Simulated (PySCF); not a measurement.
# NMR shielding calculation of C5H11NSi

C5H11NSi, computed with GIAO PBE0/pcSseg-1 NMR shielding, non-relativistic, gas phase (PySCF 2.14.0).

The geometry comes from this level: GFN2-xTB, MD frame at 425 fs, 300 K. It belongs to a series of runs on one base structure; here: MD frame at 425 fs, 300 K. Figures and captions count atoms from 1; the log counts them from 0 in places.

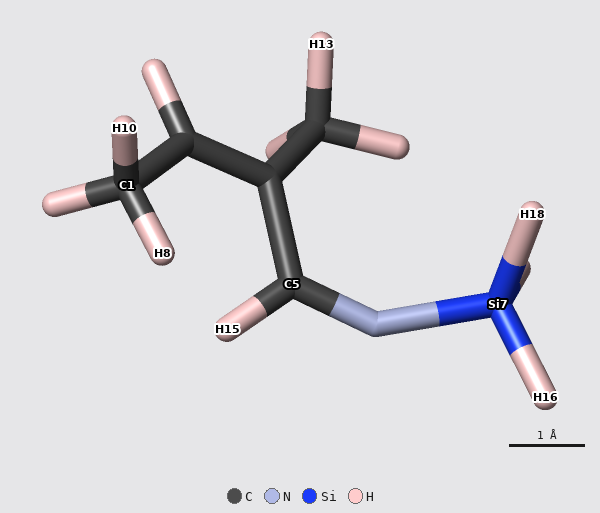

Figure 1. The structure as given in the input (stick view, seen at a tilt; atoms are numbered from 1 in the order of the input). Bond lengths as drawn: C–C 1.33 to 1.48 Å, C–H 1.07 to 1.14 Å, C–N 1.24 Å, H–Si 1.45 to 1.51 Å and N–Si 1.68 Å.

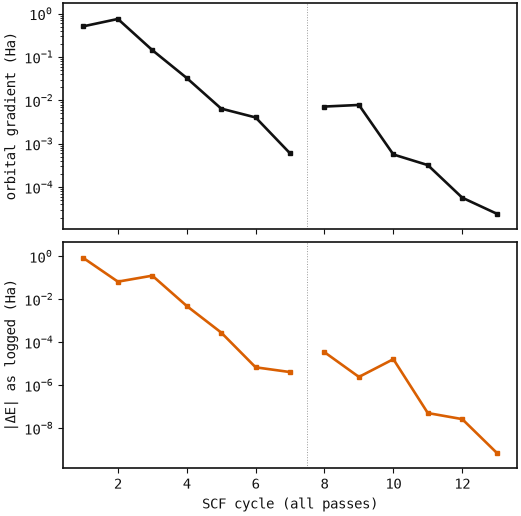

Figure 2. Convergence of the self-consistent field: orbital gradient and size of the energy change against the SCF cycle. The dotted line marks the change from a coarse to the final integration grid. The first 7 cycles use a coarse grid, the final grid takes over at cycle 8, and the field converges after 13 cycles in all.

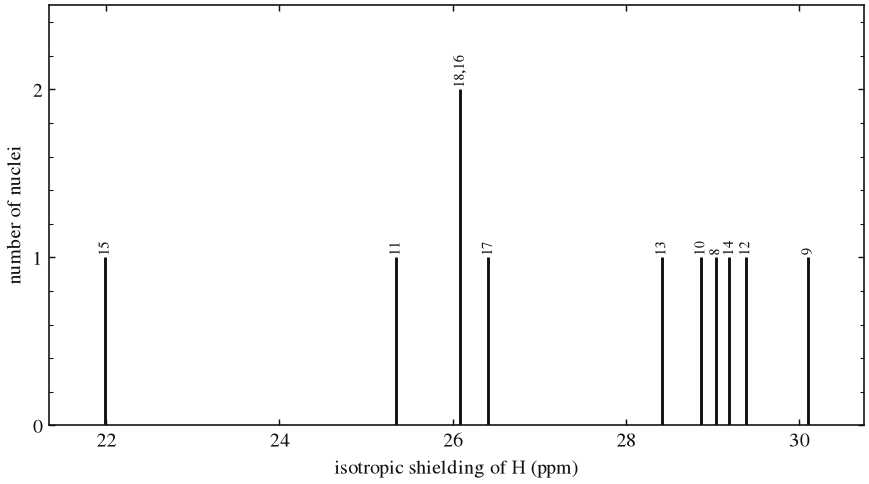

Figure 3. Isotropic shieldings of the hydrogen nuclei in this fixed geometry, labelled by atom number; shielding grows to the right, so chemical shift grows to the left. The least shielded is H15 (22.0 ppm), the most shielded H9 (30.1 ppm).

The input and output of the run follow.

Input file:
```
{"job": {"kind": "nmr", "xc": "PBE0", "basis": "pcSseg-1", "pop": false}, "charge": 0, "multiplicity": 1}
C     -1.901600    -2.032900     1.004800
C     -1.552200    -0.854200     0.209700
C     -0.340400    -0.404400    -0.086000
C     -0.145500     0.774200    -0.961500
C      0.804300    -1.320600     0.048800
N      1.997700    -1.007200     0.190000
Si     3.062300     0.271000     0.391900
H     -1.003300    -2.504600     1.391500
H     -2.395600    -2.729100     0.357000
H     -2.537600    -1.674000     1.856400
H     -2.436200    -0.338800    -0.112600
H     -0.201300     0.422900    -2.002000
H     -0.870500     1.570900    -0.580400
H      0.835300     1.264000    -0.835900
H      0.508800    -2.380500     0.067000
H      4.308600    -0.360300     0.782400
H      3.136000     1.100000    -0.791500
H      2.506600     1.270900     1.382600
```

The first line tells a small driver script what to run in PySCF; the rest is the geometry in Å.

Launched with:
```bash
OMP_NUM_THREADS=1 python <driver script> task.json out
```

What the program printed:
```
coarse grid: 14936 points
cycle   1  E = -540.7633953084  dE =  8.163e-01  |g| = 5.087e-01  |ddm| = 3.811e+00
cycle   2  E = -540.6984786181  dE =  6.492e-02  |g| = 7.505e-01  |ddm| = 1.411e+00
cycle   3  E = -540.8219633880  dE = -1.235e-01  |g| = 1.436e-01  |ddm| = 9.693e-01
cycle   4  E = -540.8267508833  dE = -4.787e-03  |g| = 3.271e-02  |ddm| = 1.721e-01
cycle   5  E = -540.8270290259  dE = -2.781e-04  |g| = 6.456e-03  |ddm| = 4.832e-02
cycle   6  E = -540.8270357313  dE = -6.705e-06  |g| = 4.037e-03  |ddm| = 9.205e-03
cycle   7  E = -540.8270397590  dE = -4.028e-06  |g| = 6.007e-04  |ddm| = 3.868e-03
final grid: 138056 points
cycle   8  E = -540.8666148287  dE = -3.386e-05  |g| = 7.201e-03  |ddm| = 3.858e-02
cycle   9  E = -540.8666124384  dE =  2.390e-06  |g| = 7.836e-03  |ddm| = 1.663e-02
cycle  10  E = -540.8666284798  dE = -1.604e-05  |g| = 5.663e-04  |ddm| = 8.773e-03
cycle  11  E = -540.8666285297  dE = -4.990e-08  |g| = 3.225e-04  |ddm| = 8.271e-04
cycle  12  E = -540.8666285557  dE = -2.602e-08  |g| = 5.719e-05  |ddm| = 3.801e-04
cycle  13  E = -540.8666285564  dE = -7.083e-10  |g| = 2.450e-05  |ddm| = 9.409e-05
converged SCF energy = -540.8666285564

GIAO shielding tensors (ppm)
atom      isotropic    diamagn.    paramagn.     s11        s22        s33       span
  0 C      167.200     251.393     -84.193    151.627    170.750    179.223     27.597
  1 C       39.208     257.364    -218.156    -77.362     43.041    151.943    229.305
  2 C       46.977     260.547    -213.570    -49.729     45.381    145.280    195.008
  3 C      165.318     249.353     -84.035    153.871    157.325    184.758     30.887
  4 C        8.854     252.841    -243.987    -84.889     -8.081    119.532    204.421
  5 N     -103.495     330.523    -434.018   -527.593   -111.158    328.266    855.859
  6 Si     430.913     881.873    -450.960    380.050    421.428    491.259    111.209
  7 H       29.034      31.510      -2.476     24.484     29.401     33.215      8.731
  8 H       30.095      28.657       1.438     26.383     27.772     36.131      9.749
  9 H       28.861      27.586       1.275     24.896     26.887     34.801      9.905
 10 H       25.343      34.966      -9.624     21.926     23.553     30.549      8.622
 11 H       29.379      30.636      -1.258     24.839     28.030     35.268     10.429
 12 H       28.411      30.504      -2.093     24.478     27.743     33.012      8.534
 13 H       29.193      33.409      -4.216     24.341     28.236     35.001     10.659
 14 H       21.986      31.184      -9.198     18.711     22.155     25.094      6.384
 15 H       26.110      29.229      -3.119     22.400     25.335     30.596      8.196
 16 H       26.409      31.156      -4.747     22.980     26.733     29.515      6.534
 17 H       26.060      30.576      -4.515     22.871     25.811     29.499      6.628
```

Results in brief:

| quantity | value |
| --- | --- |
| outcome | converged |
| total energy | −540.866629 hartree |
| HOMO | −6.43 eV |
| LUMO | −1.44 eV |
| dipole moment | 2.33 D |
| isotropic shielding, C | 8.9 to 167.2 ppm |
| isotropic shielding, N | −103.5 ppm |
| isotropic shielding, Si | 430.9 ppm |
| isotropic shielding, H | 22.0 to 30.1 ppm |
| hardware | 1 CPU thread, shared host |
| wall time | 44 s |
| peak memory | 0.84 GiB |
